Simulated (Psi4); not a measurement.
## Energy and gradient calculation, with input and output: F₂

The run: energy and gradient calculation of F₂. Method and program: M06-2X/cc-pVTZ, RKS (Psi4 1.11).

The geometry comes from this level: PBE0-D4/def2-TZVP.

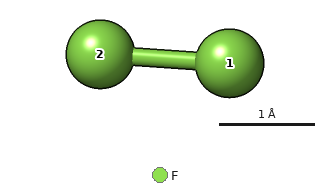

Fig. 1: The structure (ball-and-stick view, seen at a tilt; atoms are numbered from 1 in the order of the input). Bond lengths as drawn: F–F 1.38 Å.

**Input (job.py)**
```python
import psi4

psi4.set_memory(1600000000)
psi4.set_num_threads(1)
psi4.core.set_output_file('psi4.out', False)

m = psi4.geometry("""
0 1
F
F 1 1.375613
symmetry c1
""")

psi4.set_options({
    'basis': 'cc-pVTZ',
    'reference': 'rks',
    'puream': True,
    'e_convergence': 1e-09,
    'd_convergence': 1e-08,
    'scf_type': 'pk',
    'dft_radial_points': 99,
    'dft_spherical_points': 590,
})

result = psi4.gradient('M06-2X')
print('gradient / Eh bohr^-1')
print(result.np.round(6))
```

Machine: 1 thread of Intel Xeon (Granite Rapids), 16 GiB of memory available, shared host.

Run as:
```bash
python job.py
```

**What the program printed**
```
gradient() will perform analytic gradient computation.

   => Loading Basis Set <=

    Name: CC-PVTZ
    Role: ORBITAL
    Keyword: BASIS

         ---------------------------------------------------------
                                   SCF
                              RKS Reference
                        1 Threads,   1525 MiB Core
         ---------------------------------------------------------

  ==> Geometry <==

    Molecular point group: c1
    Full point group: D_inf_h

    Geometry (in Angstrom), charge = 0, multiplicity = 1:

       Center              X                  Y                   Z               Mass
    ------------   -----------------  -----------------  -----------------  -----------------
         F            0.000000000000     0.000000000000    -0.687806500000    18.998403162730
         F            0.000000000000     0.000000000000     0.687806500000    18.998403162730

  Running in c1 symmetry.

  Rotational constants: A = ************  B =      0.93781  C =      0.93781 [cm^-1]
  Rotational constants: A = ************  B =  28114.96535  C =  28114.96535 [MHz]
  Nuclear repulsion =   31.159456957930765

  Charge       = 0
  Multiplicity = 1
  Electrons    = 18
  Nalpha       = 9
  Nbeta        = 9

  ==> Algorithm <==

  SCF Algorithm Type is PK.
  DIIS enabled.
  MOM disabled.
  Fractional occupation disabled.
  Guess Type is SAD.
  Energy threshold   = 1.00e-09
  Density threshold  = 1.00e-08
  Integral threshold = 1.00e-12

  ==> Primary Basis <==

  Basis Set: CC-PVTZ
    Blend: CC-PVTZ
    Number of shells: 20
    Number of basis functions: 60
    Number of Cartesian functions: 70
    Spherical Harmonics?: true
    Max angular momentum: 3

  ==> DFT Potential <==

   => LibXC <=

    Version 7.1.2

   => Composite Functional: M06-2X <=

    Deriv               =              1
    GGA                 =           TRUE
    Meta                =           TRUE

    Exchange Hybrid     =           TRUE
    MP2 Hybrid          =          FALSE

   => Exchange Functionals <=

    1.0000   XC_HYB_MGGA_X_M06_2X

   => Exact (HF) Exchange <=

    0.5400               HF

   => Correlation Functionals <=

    1.0000   XC_MGGA_C_M06_2X

   => LibXC Density Thresholds  <==

    XC_MGGA_C_M06_2X:  1.00E-12
    XC_HYB_MGGA_X_M06_2X:  1.00E-15

   => Molecular Quadrature <=

    Radial Scheme          =       TREUTLER
    Pruning Scheme         =           NONE
    Nuclear Scheme         =       TREUTLER

    Blocking Scheme        =         OCTREE
    BS radius alpha        =              1
    Pruning alpha          =              1
    Radial Points          =             99
    Spherical Points       =            590
    Total Points           =         110194
    Total Blocks           =            878
    Max Points             =            255
    Max Functions          =             60
    Weights Tolerance      =       1.00E-15

  ==> Integral Setup <==

  Using in-core PK algorithm.
   Calculation information:
      Number of atoms:                   2
      Number of AO shells:              20
      Number of primitives:             52
      Number of atomic orbitals:        70
      Number of basis functions:        60

      Integral cutoff                 1.00e-12
      Number of threads:                 1

  Performing in-core PK
  Using 3350730 doubles for integral storage.
  We computed 22155 shell quartets total.
  Whereas there are 22155 unique shell quartets.

  ==> DiskJK: Disk-Based J/K Matrices <==

    J tasked:                  Yes
    K tasked:                  Yes
    wK tasked:                  No
    Memory [MiB]:              691
    Schwarz Cutoff:          1E-12

  Cached 100.0% of DFT collocation blocks in 0.442 [GiB].

  Minimum eigenvalue in the overlap matrix is 1.4160967947E-02.
  Reciprocal condition number of the overlap matrix is 4.3471381052E-03.
    Using symmetric orthogonalization.

  ==> Pre-Iterations <==

  SCF Guess: Superposition of Atomic Densities via on-the-fly atomic UHF (no occupation information).

   -------------------------
    Irrep   Nso     Nmo
   -------------------------
     A         60      60
   -------------------------
    Total      60      60
   -------------------------

  ==> Iterations <==

                        Total Energy        Delta E     RMS |[F,P]|

   @RKS iter SAD:  -199.14407359094332   -1.99144e+02   0.00000e+00
   @RKS iter   1:  -199.49872060932478   -3.54647e-01   4.24335e-03 ADIIS/DIIS
   @RKS iter   2:  -199.51205589452189   -1.33353e-02   1.83080e-03 ADIIS/DIIS
   @RKS iter   3:  -199.51467743852581   -2.62154e-03   2.46533e-04 ADIIS/DIIS
   @RKS iter   4:  -199.51472620883217   -4.87703e-05   9.41868e-05 DIIS
   @RKS iter   5:  -199.51473366894581   -7.46011e-06   8.71174e-06 DIIS
   @RKS iter   6:  -199.51473373512371   -6.61779e-08   5.48664e-07 DIIS
   @RKS iter   7:  -199.51473373540060   -2.76884e-10   2.63906e-08 DIIS
   @RKS iter   8:  -199.51473373540148   -8.81073e-13   9.41722e-10 DIIS
  Energy and wave function converged.

  ==> Post-Iterations <==

   Electrons on quadrature grid:
      Ntotal   =   18.0000000237 ; deviation = 2.372e-08

    Orbital Energies [Eh]
    ---------------------

    Doubly Occupied:

       1A    -25.356534     2A    -25.356393     3A     -1.524608
       4A     -1.246631     5A     -0.686079     6A     -0.662062
       7A     -0.662062     8A     -0.512467     9A     -0.512467

    Virtual:

      10A     -0.046213    11A      0.681982    12A      0.718780
      13A      0.718780    14A      0.819598    15A      0.851016
      16A      0.851016    17A      0.975397    18A      1.536233
      19A      1.656520    20A      1.656520    21A      1.851860
      22A      1.851876    23A      2.098030    24A      2.098049
      25A      2.180384    26A      2.588222    27A      2.588222
      28A      3.017285    29A      4.366343    30A      4.461916
      31A      4.461916    32A      4.653480    33A      4.653480
      34A      5.365290    35A      6.398866    36A      6.398866
      37A      6.440598    38A      6.657555    39A      6.657566
      40A      6.846836    41A      6.846836    42A      6.882157
      43A      6.882157    44A      6.998704    45A      6.998714
      46A      7.381612    47A      7.381612    48A      7.702305
      49A      8.145233    50A      8.145266    51A      8.178938
      52A      8.178938    53A      8.300085    54A      8.300122
      55A      8.445567    56A      8.852336    57A      8.852336
      58A      9.456892    59A      9.618575    60A     10.435549

    Final Occupation by Irrep:
              A
    DOCC [     9 ]
    NA   [     9 ]
    NB   [     9 ]

  @RKS Final Energy:  -199.51473373540148

   => Energetics <=

    Nuclear Repulsion Energy =             31.1594569579307645
    One-Electron Energy =                -340.1132785892045831
    Two-Electron Energy =                 119.3768836932184882
    DFT Exchange-Correlation Energy =      -9.9377957973461513
    Empirical Dispersion Energy =           0.0000000000000000
    VV10 Nonlocal Energy =                  0.0000000000000000
    Total Energy =                       -199.5147337354014780

Computation Completed

Properties will be evaluated at   0.000000,   0.000000,   0.000000 [a0]

Properties computed using the SCF density matrix

 Multipole Moments:

 ------------------------------------------------------------------------------------
     Multipole            Electronic (a.u.)      Nuclear  (a.u.)        Total (a.u.)
 ------------------------------------------------------------------------------------

 L = 1.  Multiply by 2.5417464519 to convert [e a0] to [Debye]
 Dipole X            :         -0.0000000            0.0000000           -0.0000000
 Dipole Y            :         -0.0000000            0.0000000           -0.0000000
 Dipole Z            :         -0.0000000            0.0000000           -0.0000000
 Magnitude           :                                                    0.0000000

 ------------------------------------------------------------------------------------

	total time  =          3 seconds =       0.05 minutes

         ------------------------------------------------------------
                                   SCF GRAD
         ------------------------------------------------------------

  ==> Geometry <==

    Molecular point group: c1
    Full point group: D_inf_h

    Geometry (in Angstrom), charge = 0, multiplicity = 1:

       Center              X                  Y                   Z               Mass
    ------------   -----------------  -----------------  -----------------  -----------------
         F            0.000000000000     0.000000000000    -0.687806500000    18.998403162730
         F            0.000000000000     0.000000000000     0.687806500000    18.998403162730

  Nuclear repulsion =   31.159456957930765

  ==> Basis Set <==

  Basis Set: CC-PVTZ
    Blend: CC-PVTZ
    Number of shells: 20
    Number of basis functions: 60
    Number of Cartesian functions: 70
    Spherical Harmonics?: true
    Max angular momentum: 3

  ==> DirectJKGrad: Integral-Direct SCF Gradients <==

    Gradient:                    1
    J tasked:                  Yes
    K tasked:                  Yes
    wK tasked:                  No
    Integrals threads:           1
    Schwarz Cutoff:          1E-12

  ==> DFT Potential <==

   => LibXC <=

    Version 7.1.2

   => Composite Functional: M06-2X <=

    Deriv               =              1
    GGA                 =           TRUE
    Meta                =           TRUE

    Exchange Hybrid     =           TRUE
    MP2 Hybrid          =          FALSE

   => Exchange Functionals <=

    1.0000   XC_HYB_MGGA_X_M06_2X

   => Exact (HF) Exchange <=

    0.5400               HF

   => Correlation Functionals <=

    1.0000   XC_MGGA_C_M06_2X

   => LibXC Density Thresholds  <==

    XC_MGGA_C_M06_2X:  1.00E-12
    XC_HYB_MGGA_X_M06_2X:  1.00E-15

   => Molecular Quadrature <=

    Radial Scheme          =       TREUTLER
    Pruning Scheme         =           NONE
    Nuclear Scheme         =       TREUTLER

    Blocking Scheme        =         OCTREE
    BS radius alpha        =              1
    Pruning alpha          =              1
    Radial Points          =             99
    Spherical Points       =            590
    Total Points           =         110194
    Total Blocks           =            878
    Max Points             =            255
    Max Functions          =             60
    Weights Tolerance      =       1.00E-15

  -Total Gradient:
     Atom            X                  Y                   Z
    ------   -----------------  -----------------  -----------------
       1       -0.000000000000    -0.000000000000    -0.008654853693
       2       -0.000000000000     0.000000000000     0.008654853693

	total time  =          1 seconds =       0.02 minutes
```

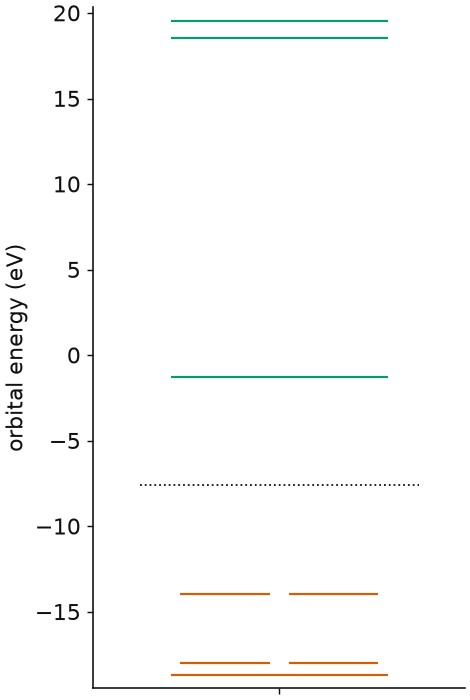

Fig. 2: Orbital energies near the frontier; the dotted line parts filled from empty levels, and levels within 0.02 eV of each other stand side by side. Highest filled −13.94 eV, lowest empty −1.26 eV, 12.68 eV apart.

**Summary**

- outcome: converged
- total energy: −199.514734 hartree
- basis functions: 60
- largest force: 0.445 eV/Å
- HOMO: −13.94 eV
- LUMO: −1.26 eV
- dipole moment: 0.00 D
- wall time: 5.4 s
- peak memory: 0.7 GiB
